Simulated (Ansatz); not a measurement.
# C3H5FO: one species, many methods

How much do the methods differ for C3H5FO? The plan is to run it at one geometry with functionals of several rungs and with coupled cluster. The yardstick is the atomisation energy at the CCSD(T) limit.

Method: functionals in def2-TZVPP, the program's frozen cores in correlated methods; program: Ansatz 0.2.0, Gaussian basis.

Plan: PBE-D4, r2SCAN-D4, PBE0-D4, B3LYP-D4, ωB97X-V, ωB97M-V, B2PLYP; CCSD(T)/def2-TZVPP; MP2/def2-QZVPP; extrapolation to the limit.

## Step 1: Structure used throughout

All runs share one geometry, relaxed beforehand with PBE0-D4 in a triple-zeta def2 set.

10 atoms, charge 0, spin multiplicity 1.

Atoms are counted from 1 here; the program's logs count them from 0.

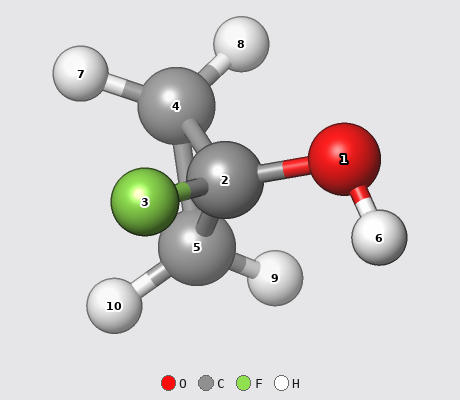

The structure; oxygen red, carbon grey, fluorine green, hydrogen white; atoms are numbered from 1 in the order of the file.

## Step 2: PBE-D4 (GGA)

File in.yaml:

```yaml
crystal:
  periodic: [false, false, false]
  atoms:
    - {symbol: O, position_ang: [-1.281352, 0.501402, 1.014797]}
    - {symbol: C, position_ang: [-0.035975, 0.159147, 0.585686]}
    - {symbol: F, position_ang: [0.916305, 0.381851, 1.542866]}
    - {symbol: C, position_ang: [0.121625, -1.043131, -0.245118]}
    - {symbol: C, position_ang: [0.396641, 0.347242, -0.818565]}
    - {symbol: H, position_ang: [-1.341235, 1.462264, 1.047422]}
    - {symbol: H, position_ang: [0.978825, -1.673148, -0.047657]}
    - {symbol: H, position_ang: [-0.779443, -1.551513, -0.561836]}
    - {symbol: H, position_ang: [-0.323042, 0.750975, -1.519465]}
    - {symbol: H, position_ang: [1.430752, 0.613611, -0.995231]}
basis:
  gaussian: {orbitals: def2-TZVPP}
hamiltonian: {xc: pbe, dispersion: d4}
output: {forces: true, orbitals: {seedname: orbitals}}
```

Command:

```console
$ ansatz run in.yaml --threads 4 --pin off --events-out ev --progress --plain --max-ram 10444MiB
```

After this run come: r2SCAN-D4 (meta-GGA); PBE0-D4 (hybrid); B3LYP-D4 (hybrid); ωB97X-V (range-separated); ωB97M-V (range-separated); B2PLYP (double hybrid); CCSD(T) in def2-TZVPP; MP2 in def2-QZVPP.

Before running them: what should the planned runs give, taken together? Wanted: atomisation energy, CCSD(T)/CBS; farthest; mean size of error, hybrid; mean size of error, range-separated; gap, smallest and largest; T1 diagnostic; triples share of the correlation energy.

The runs gave:

| quantity | value |
| --- | --- |
| atomisation energy, CCSD(T)/CBS | 4040.9 kJ/mol |
| functionals within 20.2 kJ/mol (0.5 %) | B3LYP-D4, ωB97X-V |
| farthest | PBE-D4 (+142.6 kJ/mol) |
| mean size of error, hybrid | 25.0 kJ/mol |
| mean size of error, range-separated | 21.0 kJ/mol |
| gap, smallest and largest | 6.70 eV (PBE-D4), 13.42 eV (ωB97X-V) |
| T1 diagnostic | 0.0104 |
| triples share of the correlation energy | 3.6 % |

PBE-D4 is off by +142.6 kJ/mol. Double hybrids carry the basis error of their MP2 part in triple zeta, and no dispersion term here, so their miss is partly the set-up's. The reference freezes the cores and leaves out relativity and excitations past (T), so misses under about 20.2 kJ/mol can't be ranked. Hartree-Fock recovers 71 % of the binding; the rest is correlation. The gap grows from 6.7 to 13.4 eV across the functionals, mostly with the share of exact exchange.
